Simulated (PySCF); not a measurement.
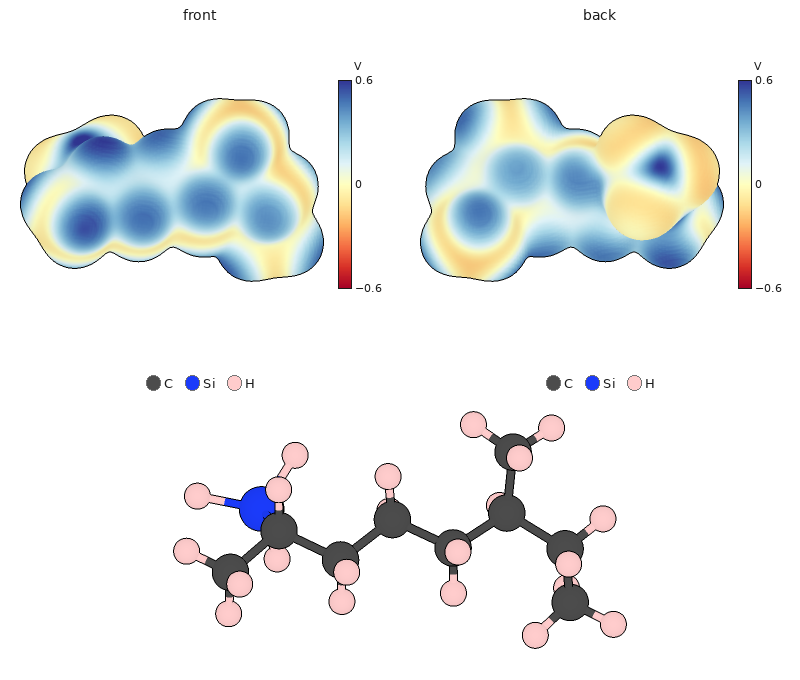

Figure 1: C₉H₂₂Si (SMILES CC[C@H](C)CCC[C@H](C)[SiH3]). The electrostatic potential painted on the density surface at 0.002 e/bohr³, seen from the front and from behind; red is negative and blue positive. The bare structure is drawn below in the same view.

Geometry: GFN2-xTB.

Method: PBE0/6-31G*, SCF density, gas phase, non-relativistic (PySCF).

The calculation's input:

```
{"job": {"xc": "PBE0", "basis": "6-31G*", "kind": "nmr", "pop": true}, "charge": 0, "multiplicity": 1}
C      3.803980    -1.089970    -0.215124
C      3.445145     0.295706     0.309708
C      2.064367     0.790965    -0.143812
C      1.955932     2.295624     0.100087
C      0.945145     0.032103     0.578020
C     -0.450788     0.318046     0.026039
C     -1.501662    -0.588220     0.660332
C     -2.933700    -0.238405     0.248117
C     -3.916172    -1.125541     1.012680
Si    -3.230078    -0.379859    -1.634099
H      4.811070    -1.359462     0.095896
H      3.765702    -1.106512    -1.302396
H      3.122122    -1.847338     0.162970
H      3.482423     0.292858     1.401610
H      4.200977     1.002115    -0.042147
H      1.970076     0.607328    -1.220387
H      2.024213     2.511931     1.164376
H      2.761011     2.822356    -0.408028
H      1.012716     2.685178    -0.272443
H      0.972936     0.284274     1.641304
H      1.129358    -1.040220     0.489423
H     -0.723046     1.357743     0.216310
H     -0.446928     0.166087    -1.055895
H     -1.292937    -1.627526     0.392132
H     -1.417739    -0.513074     1.749957
H     -3.120361     0.798309     0.552999
H     -4.944607    -0.849205     0.790483
H     -3.779384    -2.171376     0.743451
H     -3.765397    -1.033023     2.088365
H     -2.627063     0.749278    -2.345474
H     -2.659267    -1.636988    -2.123687
H     -4.673263    -0.371579    -1.885362
```

Command:

```sh
OMP_NUM_THREADS=1 python ens_run.py task.json out
```

Q: Where is the surface potential most negative and most positive?

A: The most negative region (about −0.2 V) lies over the C and H atoms, the most positive (about +0.6 V) over Si10, H26, H28 and H29.
